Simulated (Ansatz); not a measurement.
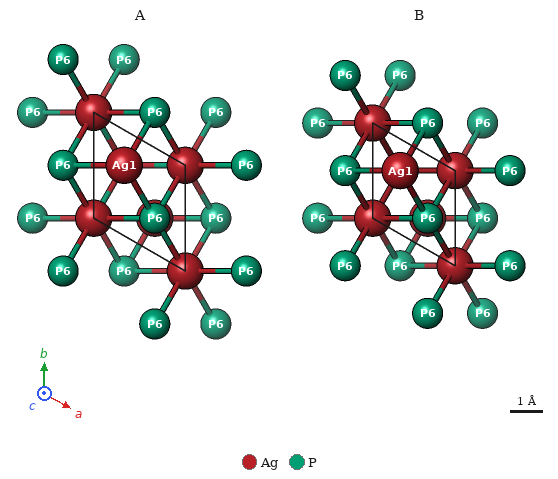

Two geometries of solid Ag₂P (a generated structure, set up in R-3m), drawn at one scale. One is the start of a relaxation, the other its converged end. A ball-and-stick model of the conventional cell (3 times the calculation's cell), seen along the c axis. Lengths and directions refer to the drawn axes.

Method: DFT, PAW plane waves, PBE (Ansatz 0.2.0). Set-up: plane-wave cutoff 420 eV; k-point mesh 6 × 6 × 6; occupations cold; smearing width 0.2478 eV; no spin polarisation; cell and atoms relaxed; force threshold 0.03 eV/Å; at most 60 steps.

Q: Which of the two is the end point?

A: Structure B is the relaxed one. The start is a swapped structure. Over 8 accepted moves (9 points after the start) the energy falls by 1.939 eV per cell of the calculation. Largest force component: 1.8 eV/Å at the start, 0.00081 eV/Å at the end. Pressure: 7.91 GPa at the start and −0.03 GPa at the end. At 1 point the geometry stayed and the basis and grid were re-selected for the new cell (energy shift of 3.9 meV per cell of the calculation at most each time). The largest moves relative to the cell, 0.51 Å, are those of Ag atoms. By element the largest moves are Ag 0.51 Å, P 0.01 Å. The volume changes by −14.5 %, with a = b 3.387 → 3.046 Å (−10.1 %), c 36.447 → 38.513 Å (+5.7 %). Among the contacts that change: Ag–Ag 3.736 → 2.923 Å, Ag–Ag 3.715 → 2.918 Å, Ag–P 2.425 → 2.696 Å, Ag–P 2.446 → 2.696 Å. New bonds form: Ag–Ag (3.71 → 2.92 Å), Ag–Ag (3.74 → 2.92 Å). Bond angles that change, for instance: Ag–P–Ag 88.6° → 68.8°, P–Ag–P 88.6° → 68.8°, Ag–P–Ag 91.9° → 111.2°. The space group stays R-3m (No. 166).
